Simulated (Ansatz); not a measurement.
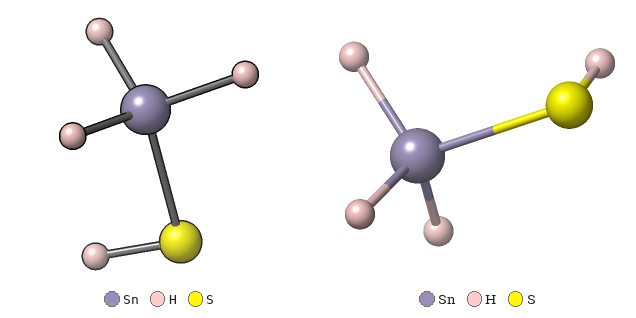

The same structure drawn twice, from different directions.

Question: What is the molecular formula?

Answer: H₄SSn, 6 atoms: 4 hydrogen, 1 sulfur and 1 tin.

Question: Give the symmetry (Schoenflies symbol).

Answer: Cs.

The parts below concern this one geometry. Atoms keep their numbers from picture to picture. The geometry was computed by an optimisation with PBE0-D4/def2-TZVP.

**Geometry**

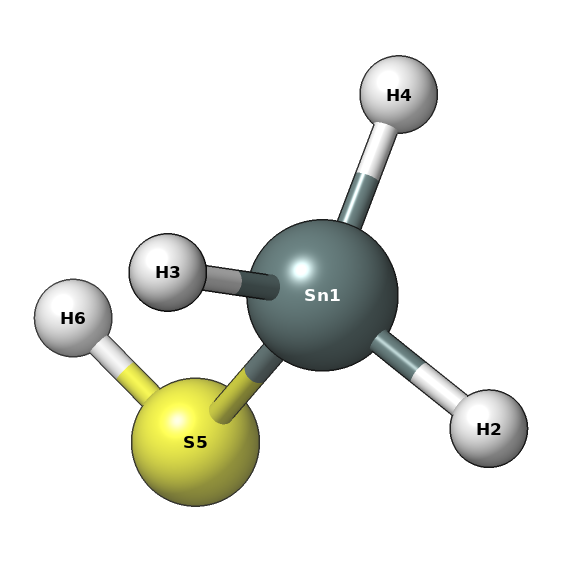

Numbered structure.

Which atoms are bonded, and how long are the bonds?

| bond | length (Å) |
| --- | --- |
| Sn1–H2 | 1.701 |
| Sn1–H3 | 1.706 |
| Sn1–H4 | 1.706 |
| Sn1–S5 | 2.405 |
| S5–H6 | 1.343 |

**Electronic properties**

Method: RKS PBE0-D4/def2-TZVP, core potentials on Sn (Ansatz 0.2.0).

Computed properties:

- dipole moment: 1.53 D
- harmonic zero-point energy: 76.5 kJ/mol

**Vibrations**

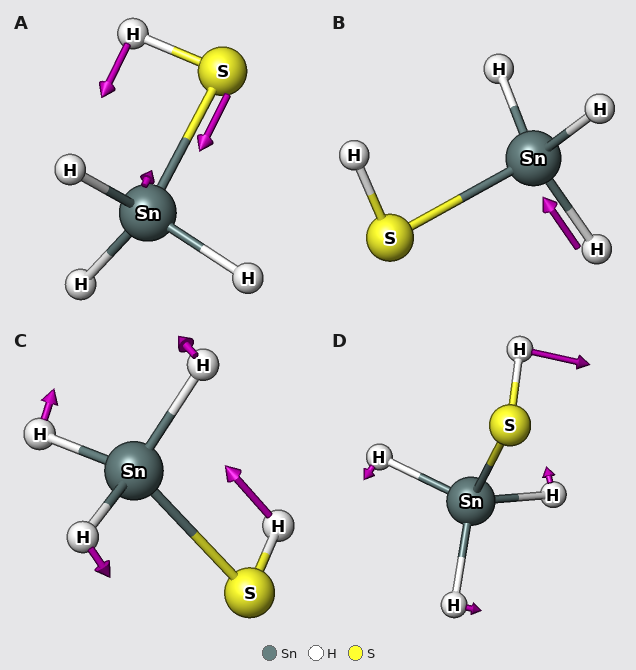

4 normal modes of one molecule or complex, as arrows. Harmonic vibrations computed with RKS PBE0-D4/def2-TZVP, core potentials on Sn (Ansatz 0.2.0) at a stationary point of the same level.

Question: Match the panels to the wavenumbers 113 cm⁻¹, 356 cm⁻¹, 732 cm⁻¹, 1973 cm⁻¹.

Answer: A: 356 cm⁻¹, Sn–S stretching
B: 1973 cm⁻¹, Sn–H stretching
C: 732 cm⁻¹, angle bending
D: 113 cm⁻¹, a torsion or out-of-plane motion in which bond lengths and bond angles hardly change

**Charges**

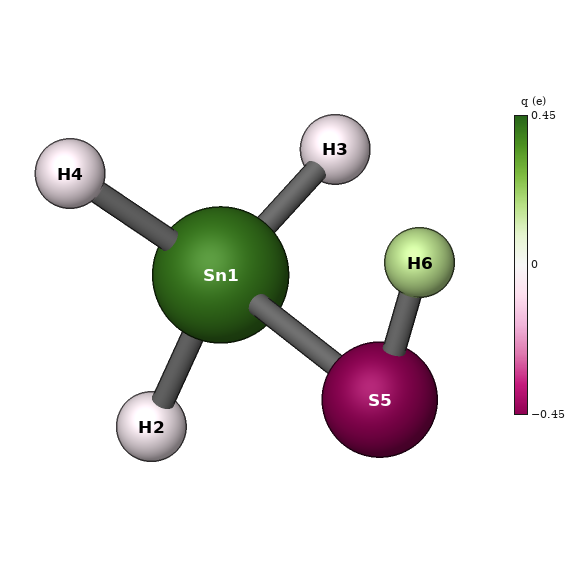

Atoms are coloured by their Mulliken charges. Properties computed with RKS PBE0-D4/def2-TZVP, core potentials on Sn (Ansatz 0.2.0).

Question: Which atom carries the highest charge (most positive or least negative)?

Answer: Sn1 (0.41 e).

Question: And the lowest?

Answer: S5 (−0.44 e).

Give the Mulliken charges atom by atom.

| atom | value (e) |
| --- | --- |
| Sn1 | 0.41 |
| H2 | −0.04 |
| H3 | −0.05 |
| H4 | −0.05 |
| S5 | −0.44 |
| H6 | 0.17 |

Mulliken values depend strongly on the basis set and can even reverse the polarity of a bond.
